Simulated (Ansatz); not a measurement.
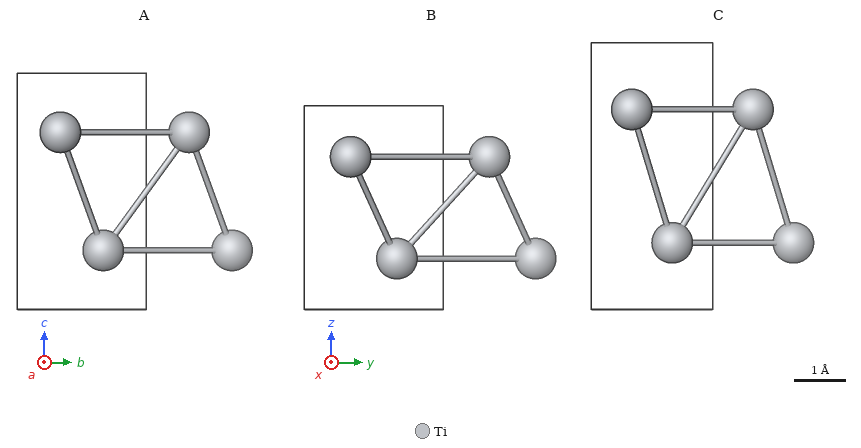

Energy scan for solid Ti (P6_3/mmc), in which the ratio of the cell's length along z to its lengths across, counted as 1 for the reference, is changed at fixed volume (a c/a path), with the atoms kept at their fractional coordinates. x, y and z are the Cartesian axes of the input. Style: ball-and-stick. Shown: the cell of the calculation, repeated 2 × 2 × 1 with one cell outlined, along the a axis.

These are results of Ansatz 0.2.0, DFT PBEsol, scalar-relativistic, plane waves, PAW, not measurements. Set-up: plane-wave cutoff 420 eV; k-point mesh 21 × 21 × 12; occupations gaussian; smearing width 0.15 eV; no spin polarisation. Energies (free energies at the smearing named) are counted from the cell as listed in its source, which wasn't relaxed.

Question: Order these geometries by energy, lowest first.

Answer: Lowest first: A (the relative ratio 1.00, 0.0 meV/atom), C (the relative ratio 1.20, 114.3 meV/atom), B (the relative ratio 0.80, 146.3 meV/atom). Over the whole scan: of the computed points the lowest is at the relative ratio 1.00, 0.0 meV/atom. The unrelaxed reference is under a pressure of −5.9 GPa. The distortion keeps the space group P6_3/mmc. At the relative ratio 0.80 the cell of the drawing goes a 2.950 → 3.178 Å, b 2.950 → 3.178 Å, c 4.686 → 4.038 Å.
